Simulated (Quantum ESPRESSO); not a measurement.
## TiClO: which magnetic order is lowest

A self-consistent run ends on one state, which hangs on the start. Several orders of TiClO are started in Quantum ESPRESSO and their energies compared.

Main program and level: Quantum ESPRESSO 7.5; PBEsol with U = 3 eV on Ti d (ortho-atomic projectors); plane waves with GBRV 1.5 PBEsol potentials, no spin-orbit coupling.

The database entry behind the starting cell differs from later determinations by our own check (old inner coordinates), so it need not match the best structure at ambient conditions.

**1. Starting point**

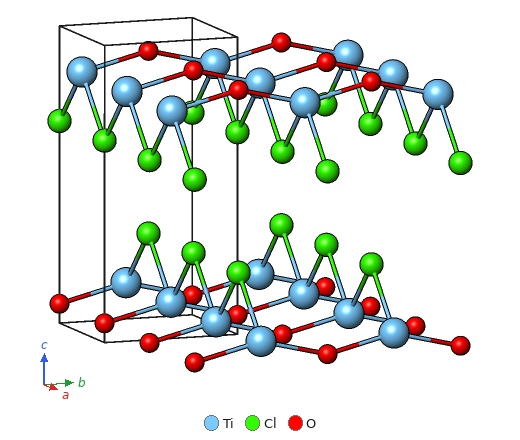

The cell as given, slightly off an axis (titanium blue, chlorine green, oxygen red). 3×2×1 cells are drawn. Some periodic images of atoms are drawn too.

The cell comes from the Crystallography Open Database.

**2. Start 1: ferro ++**

The signs are those of the starting moments on the seeded atoms, the atoms that are given a moment.

pw.in reads:

```
&CONTROL
  calculation = 'scf'
  prefix = 'pwscf'
  outdir = './tmp'
  pseudo_dir = './pseudo'
  disk_io = 'nowf'
/
&SYSTEM
  ibrav = 0
  celldm(1) = 8
  nat = 6
  ntyp = 3
  ecutwfc = 40
  ecutrho = 280
  nbnd = 36
  occupations = 'smearing'
  smearing = 'fd'
  degauss = 0.00734986
  nspin = 2
  starting_magnetization(1) = 0.0833
  starting_magnetization(2) = 0
  starting_magnetization(3) = 0
/
&ELECTRONS
  conv_thr = 1.2d-08
  electron_maxstep = 150
  mixing_beta = 0.3
/
ATOMIC_SPECIES
Ti     47.8670 ti_pbesol_v1.4.uspp.F.UPF
Cl     35.4500 cl_pbesol_v1.4.uspp.F.UPF
O      15.9990 o_pbesol_v1.2.uspp.F.UPF
CELL_PARAMETERS alat
   0.7984092876544    0.0000000000000    0.0000000000000
   0.0000000000000    0.8952577515415    0.0000000000000
   0.0000000000000    0.0000000000000    1.8968125975931
ATOMIC_POSITIONS crystal
Ti      0.0000000000    0.5000000000    0.1220000000
Ti      0.5000000000    0.0000000000    0.8780000000
Cl      0.5000000000    0.5000000000    0.3200000000
Cl      0.0000000000    0.0000000000    0.6800000000
O       0.5000000000    0.5000000000    0.9350000000
O       0.0000000000    0.0000000000    0.0650000000
K_POINTS automatic
8 6 4 0 0 0
HUBBARD {ortho-atomic}
U Ti-3d 3.0000
```

Run with:

```sh
OMP_NUM_THREADS=1 mpirun -n 4 pw.x -nk 4 -in pw.in > pw.out
```

The program printed:

```text
Program PWSCF v.7.5 starts

     Message from routine setup:
     using ibrav=0 with symmetry is DISCOURAGED, use correct ibrav instead

     K-points division:     npool     =       4
     Subspace diagonalization in iterative solution of the eigenvalue problem:

     G-vector sticks info
     --------------------
     sticks:   dense  smooth     PW     G-vecs:    dense   smooth      PW
     Sum        1013     589    177                54829    23761    4033

     Using Slab Decomposition

     bravais-lattice index     =            0
     lattice parameter (alat)  =       8.0000  a.u.
     unit-cell volume          =     694.1735 (a.u.)^3
     number of atoms/cell      =            6
     number of atomic types    =            3
     number of electrons       =        50.00
     number of Kohn-Sham states=           36
     kinetic-energy cutoff     =      40.0000  Ry
     charge density cutoff     =     280.0000  Ry
     scf convergence threshold =      1.2E-08
     mixing beta               =       0.3000
     number of iterations used =            8  plain     mixing
     Exchange-correlation= SLA  PW   PSX  PSC
                           (   1   4  10   8   0   0   0)
     Hubbard projectors: ortho-atomic
     Hubbard parameters of DFT+U (Dudarev formulation) in eV:
     U(Ti-3d) =  3.0000

     Internal variables: lda_plus_u =T, lda_plus_u_kind = 0

     Internal variables: orbital_resolved =F, hub_pot_fix =F, apply_U = F

     celldm(1)=   8.000000  celldm(2)=   0.000000  celldm(3)=   0.000000
     celldm(4)=   0.000000  celldm(5)=   0.000000  celldm(6)=   0.000000

     crystal axes: (cart. coord. in units of alat)
               a(1) = (   0.798409   0.000000   0.000000 )
               a(2) = (   0.000000   0.895258   0.000000 )
               a(3) = (   0.000000   0.000000   1.896813 )

     reciprocal axes: (cart. coord. in units 2 pi/alat)
               b(1) = (  1.252490  0.000000  0.000000 )
               b(2) = (  0.000000  1.116997  0.000000 )
               b(3) = (  0.000000  0.000000  0.527200 )

     PseudoPot. # 1 for Ti read from file:
     ti_pbesol_v1.4.uspp.F.UPF
     Pseudo is Ultrasoft + core correction, Zval = 12.0
     Generated by new atomic code, or converted to UPF format
     Using radial grid of  851 points,  6 beta functions with:
                l(1) =   0
                l(2) =   0
                l(3) =   1
                l(4) =   1
                l(5) =   2
                l(6) =   2
     Q(r) pseudized with  6 coefficients,  rinner =    1.000   1.000   1.000
                                                       1.000   1.000

     PseudoPot. # 2 for Cl read from file:
     cl_pbesol_v1.4.uspp.F.UPF
     Pseudo is Ultrasoft + core correction, Zval =  7.0
     Generated by new atomic code, or converted to UPF format
     Using radial grid of  909 points,  6 beta functions with:
                l(1) =   0
                l(2) =   0
                l(3) =   1
                l(4) =   1
                l(5) =   2
                l(6) =   2
     Q(r) pseudized with  8 coefficients,  rinner =    1.300   1.300   1.300
                                                       1.300   1.300

     PseudoPot. # 3 for O  read from file:
     o_pbesol_v1.2.uspp.F.UPF
     Pseudo is Ultrasoft + core correction, Zval =  6.0
     Generated by new atomic code, or converted to UPF format
     Using radial grid of  737 points,  5 beta functions with:
                l(1) =   0
                l(2) =   0
                l(3) =   1
                l(4) =   1
                l(5) =   2
     Q(r) pseudized with  8 coefficients,  rinner =    0.900   0.900   0.900
                                                       0.900   0.900

     atomic species   valence    mass     pseudopotential
     Ti               12.00    47.86700     Ti( 1.00)
     Cl                7.00    35.45000     Cl( 1.00)
     O                 6.00    15.99900     O ( 1.00)

     Starting magnetic structure
     atomic species   magnetization
     Ti              0.083
     Cl              0.000
     O               0.000

      8 Sym. Ops., with inversion, found ( 4 have fractional translation)

   Cartesian axes

     site n.     atom                  positions (alat units)
         1        Ti     tau(   1) = (   0.0000000   0.4476289   0.2314111  )
         2        Ti     tau(   2) = (   0.3992046   0.0000000   1.6654015  )
         3        Cl     tau(   3) = (   0.3992046   0.4476289   0.6069800  )
         4        Cl     tau(   4) = (   0.0000000   0.0000000   1.2898326  )
         5        O      tau(   5) = (   0.3992046   0.4476289   1.7735198  )
         6        O      tau(   6) = (   0.0000000   0.0000000   0.1232928  )

     number of k points=    60  Fermi-Dirac smearing, width (Ry)=  0.0073
                       cart. coord. in units 2pi/alat
        k(    1) = (   0.0000000   0.0000000   0.0000000), wk =   0.0052083
        k(    2) = (   0.0000000   0.0000000   0.1318001), wk =   0.0104167
        k(    3) = (   0.0000000   0.0000000  -0.2636001), wk =   0.0052083
        k(    4) = (   0.0000000   0.1861661   0.0000000), wk =   0.0104167
        k(    5) = (   0.0000000   0.1861661   0.1318001), wk =   0.0208333
        [... 55 further k-points ...]

     Dense  grid:    54829 G-vectors     FFT dimensions: (  36,  40,  81)

     Smooth grid:    23761 G-vectors     FFT dimensions: (  30,  30,  64)

     Check: negative core charge=   -0.000004
     Generating pointlists ...
     new r_m :   0.1900 (alat units)  1.5197 (a.u.) for type    1
     new r_m :   0.2261 (alat units)  1.8087 (a.u.) for type    2
     new r_m :   0.1900 (alat units)  1.5197 (a.u.) for type    3

     Initial potential from superposition of free atoms

     starting charge      47.9999, renormalised to      50.0000

     negative rho (up, down):  1.690E-02 1.675E-02

     STARTING HUBBARD OCCUPATIONS:

     =================== HUBBARD OCCUPATIONS ===================
     ------------------------ ATOM    1 ------------------------
     Tr[ns(  1)] (up, down, total) =   1.00000  0.00000  1.00000
     Atomic magnetic moment for atom   1 =   1.00000
     [... lines left out ...]
     ------------------------ ATOM    2 ------------------------
     Tr[ns(  2)] (up, down, total) =   1.00000  0.00000  1.00000
     Atomic magnetic moment for atom   2 =   1.00000
     [... lines left out ...]
     Number of occupied Hubbard levels =    2.0000

     Atomic wfc used for Hubbard projectors are orthogonalized

     Starting wfcs are   36 randomized atomic wfcs

     Self-consistent Calculation

     iteration #  1     ecut=    40.00 Ry     beta= 0.30
     Davidson diagonalization with overlap
     ethr =  1.00E-02,  avg # of iterations =  5.3

     =================== HUBBARD OCCUPATIONS ===================
     ------------------------ ATOM    1 ------------------------
     Tr[ns(  1)] (up, down, total) =   1.53810  0.53344  2.07154
     Atomic magnetic moment for atom   1 =   1.00467
     [... lines left out ...]
     ------------------------ ATOM    2 ------------------------
     Tr[ns(  2)] (up, down, total) =   1.53810  0.53344  2.07154
     Atomic magnetic moment for atom   2 =   1.00467
     [... lines left out ...]
     Number of occupied Hubbard levels =    4.1431

     negative rho (up, down):  1.620E-02 1.644E-02

     total energy              =    -369.30053108 Ry
     estimated scf accuracy    <       1.01144971 Ry

     total magnetization       =     1.98 Bohr mag/cell
     absolute magnetization    =     2.13 Bohr mag/cell

     iteration #  2     ecut=    40.00 Ry     beta= 0.30
     Davidson diagonalization with overlap
     ethr =  2.02E-03,  avg # of iterations =  2.7

     negative rho (up, down):  1.594E-02 1.641E-02

     total energy              =    -369.54139748 Ry
     estimated scf accuracy    <       0.12065618 Ry

     total magnetization       =     2.00 Bohr mag/cell
     absolute magnetization    =     2.18 Bohr mag/cell

     iteration #  3     ecut=    40.00 Ry     beta= 0.30
     Davidson diagonalization with overlap
     ethr =  2.41E-04,  avg # of iterations =  2.8

     negative rho (up, down):  1.556E-02 1.638E-02

     total energy              =    -369.56422112 Ry
     estimated scf accuracy    <       0.05105194 Ry

     total magnetization       =     2.00 Bohr mag/cell
     absolute magnetization    =     2.20 Bohr mag/cell

     [... further iterations left out ...]

     iteration # 11     ecut=    40.00 Ry     beta= 0.30
     Davidson diagonalization with overlap
     ethr =  1.01E-08,  avg # of iterations =  2.6

     negative rho (up, down):  1.494E-02 1.631E-02

     total energy              =    -369.61314781 Ry
     estimated scf accuracy    <       0.00000262 Ry

     total magnetization       =     2.00 Bohr mag/cell
     absolute magnetization    =     2.15 Bohr mag/cell

     iteration # 12     ecut=    40.00 Ry     beta= 0.30
     Davidson diagonalization with overlap
     ethr =  5.23E-09,  avg # of iterations =  2.0

     negative rho (up, down):  1.494E-02 1.631E-02

     total energy              =    -369.61314936 Ry
     estimated scf accuracy    <       0.00000029 Ry

     total magnetization       =     2.00 Bohr mag/cell
     absolute magnetization    =     2.15 Bohr mag/cell

     iteration # 13     ecut=    40.00 Ry     beta= 0.30
     Davidson diagonalization with overlap
     ethr =  5.75E-10,  avg # of iterations =  4.0

     negative rho (up, down):  1.494E-02 1.631E-02

     total energy              =    -369.61314957 Ry
     estimated scf accuracy    <       0.00000005 Ry

     total magnetization       =     2.00 Bohr mag/cell
     absolute magnetization    =     2.15 Bohr mag/cell

     iteration # 14     ecut=    40.00 Ry     beta= 0.30
     Davidson diagonalization with overlap
     ethr =  9.41E-11,  avg # of iterations =  2.0

     negative rho (up, down):  1.494E-02 1.631E-02

     Magnetic moment per site  (integrated on atomic sphere of radius R)
     atom   1 (R=0.190)  charge=  8.5820  magn=  0.6823
     atom   2 (R=0.190)  charge=  8.5820  magn=  0.6823
     atom   3 (R=0.226)  charge=  5.0738  magn=  0.0039
     atom   4 (R=0.226)  charge=  5.0738  magn=  0.0039
     atom   5 (R=0.190)  charge=  5.4197  magn= -0.0176
     atom   6 (R=0.190)  charge=  5.4197  magn= -0.0176

     End of self-consistent calculation

     =================== HUBBARD OCCUPATIONS ===================
     ------------------------ ATOM    1 ------------------------
     Tr[ns(  1)] (up, down, total) =   1.57765  0.57871  2.15636
     Atomic magnetic moment for atom   1 =   0.99894
     [... lines left out ...]
     ------------------------ ATOM    2 ------------------------
     Tr[ns(  2)] (up, down, total) =   1.57765  0.57871  2.15636
     Atomic magnetic moment for atom   2 =   0.99894
     [... lines left out ...]
     Number of occupied Hubbard levels =    4.3127

     Number of k-points >= 100: set verbosity='high' to print the bands.

     the Fermi energy is     7.6584 ev

!    total energy              =    -369.61314969 Ry
     estimated scf accuracy    <          9.9E-09 Ry
     smearing contrib. (-TS)   =      -0.00000691 Ry
     internal energy E=F+TS    =    -369.61314277 Ry

     The total energy is F=E-TS. E is the sum of the following terms:
     one-electron contribution =    -303.07420132 Ry
     hartree contribution      =     168.82242736 Ry
     xc contribution           =     -69.10583990 Ry
     ewald contribution        =    -166.48226139 Ry
     Hubbard energy            =       0.22673247 Ry

     total magnetization       =     2.00 Bohr mag/cell
     absolute magnetization    =     2.15 Bohr mag/cell

     convergence has been achieved in  14 iterations

=------------------------------------------------------------------------------=
   JOB DONE.
=------------------------------------------------------------------------------=
```

It took 77 s on 4 MPI ranks of Arm Neoverse V2, shared host; peak memory 0.69 GiB; 5.1 min of CPU time.

Spin moment in the atom's sphere by atom:

| atom | spin moment in the atom's sphere (μB) |
| --- | --- |
| Ti1 | 0.682 |
| Ti2 | 0.682 |
| Cl3 | 0.004 |
| Cl4 | 0.004 |
| O5 | -0.018 |
| O6 | -0.018 |

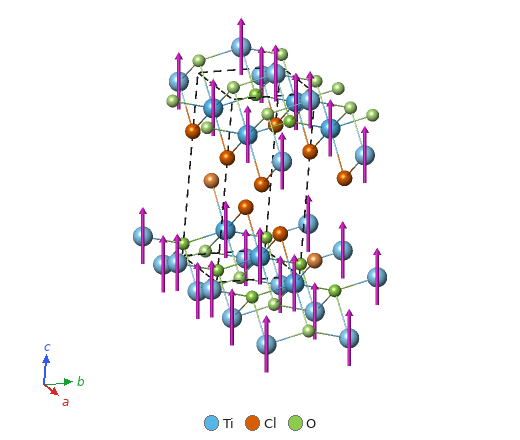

Spin moment in the atom's sphere as arrows, the longest 0.682 μB. Up and down stand for the sign. Arrows give size and sign along the axis of quantisation, drawn up and down the page. 2×1×1 cells are drawn. Some periodic images of atoms are drawn too.

Numbers from this step:

```yaml
smearing_term_ts: 9.40e-5 eV
magnetization: 2 μB
absolute_magnetization: 2.146 μB
final_state: ferromagnetic
```

(Part 1 of 3 ends here.)

[Logs and program files are shortened in this print: banners, set-up blocks, solver, clock and traceback lines can be left out without a mark of their own.]

[Logs are printed without paths, hosts, clocks, repeated set-up lines and the standing remarks that a program may print on its own settings, such as how far it seeks lower states.]

[Hosts, paths, dates, database ids (printed as entryN), source tags and the programs' standing remarks are cut or masked in the printed files.]

[Where a cell is said to come from a database of computed structures, the database is the Materials Project.]
